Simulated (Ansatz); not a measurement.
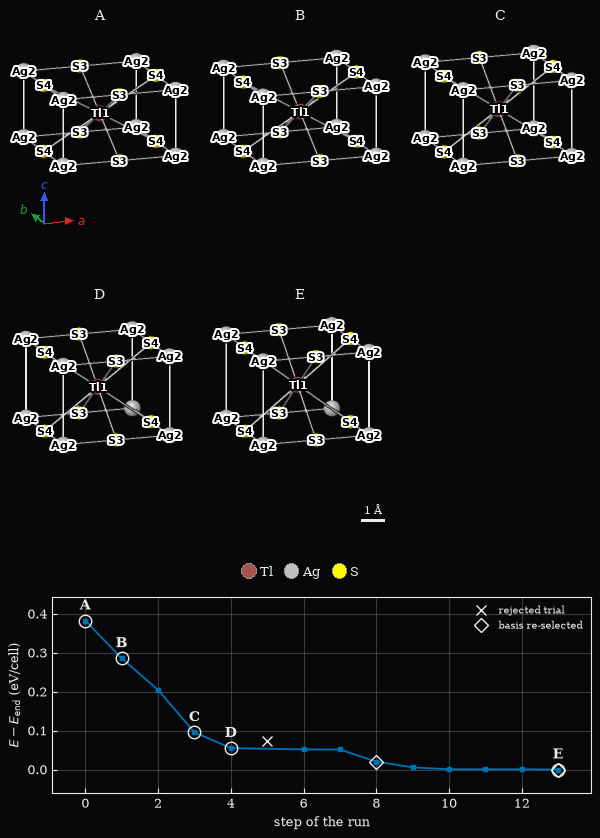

Frames of a relaxation of solid TlAgS₂ (a generated structure, set up in P4/mmm), marked on the history of the run. Style: ball-and-stick. Shown: the cell of the calculation, slightly off an axis.

Computed with Ansatz, DFT PBE, scalar-relativistic, plane waves, PAW. (plane-wave cutoff 420 eV; k-point mesh 10 × 10 × 16; occupations gaussian; smearing width 0.1 eV; no spin polarisation; cell and atoms relaxed; force threshold 0.01 eV/Å; at most 80 steps)

> Describe the path.

No atom moves by more than 0.005 Å relative to the cell. Cell: a = b 5.247 → 4.931 Å (−6.0 %), c 3.003 → 3.793 Å (+26.3 %). Volume +11.5 %. Near-neighbour distances that change, for instance: Tl1–Tl1 3.003 → 3.793 Å, Ag2–S3 2.623 → 2.465 Å, Tl1–S3 3.023 → 3.111 Å. Among the angles between lasting bonds that change: Tl1–S3–Tl1 59.6° → 75.1°, Tl1–S3–Tl1 120.4° → 104.9°. The space group stays P4/mmm (No. 123). Over 10 accepted moves (13 points after the start) the energy falls by 0.383 eV per cell of the calculation. All forces vanish by symmetry, so only the cell relaxes. Pressure: 2.85 GPa at the start and 0.00 GPa at the end. The line search rejected the trial step at point 5 of the run. At 2 points the geometry stayed and the basis and grid were re-selected for the new cell (energy shift of 31.2 meV per cell of the calculation at most each time). The run took 5 min on 1 thread of AMD EPYC 7R43 64-Core Processor (Zen 3) (shared host), peak memory 0.69 GiB. From step 0 to 1: volume +5.9 %, energy −96.8 meV per cell of the calculation. From step 1 to 3: volume +1.0 %, energy −0.190 eV per cell of the calculation. From step 3 to 4: energy −40.6 meV per cell of the calculation. From step 4 to 13: volume +4.3 %, energy −55.1 meV per cell of the calculation.

| step | E − E(0), meV/atom | pressure, GPa | volume, Å³/atom | note |
| --- | --- | --- | --- | --- |
| 0 | 0.00 | 2.85 | 20.671 |  |
| 1 | -24.21 | -0.48 | 21.888 |  |
| 2 | -44.52 | -1.41 | 22.379 |  |
| 3 | -71.73 | -0.15 | 22.098 |  |
| 4 | -81.88 | 0.52 | 22.099 |  |
| 5 | -77.55 | -1.71 | 23.071 | rejected |
| 6 | -82.78 | -0.01 | 22.358 |  |
| 7 | -82.80 | -0.01 | 22.349 |  |
| 8 | -90.59 | 0.60 | 22.349 | same geometry, new basis |
| 9 | -94.29 | 0.45 | 22.632 |  |
| 10 | -95.51 | 0.04 | 23.081 |  |
| 11 | -95.54 | -0.04 | 23.071 |  |
| 12 | -95.54 | 0.00 | 23.058 |  |
| 13 | -95.65 | 0.00 | 23.058 | same geometry, new basis |
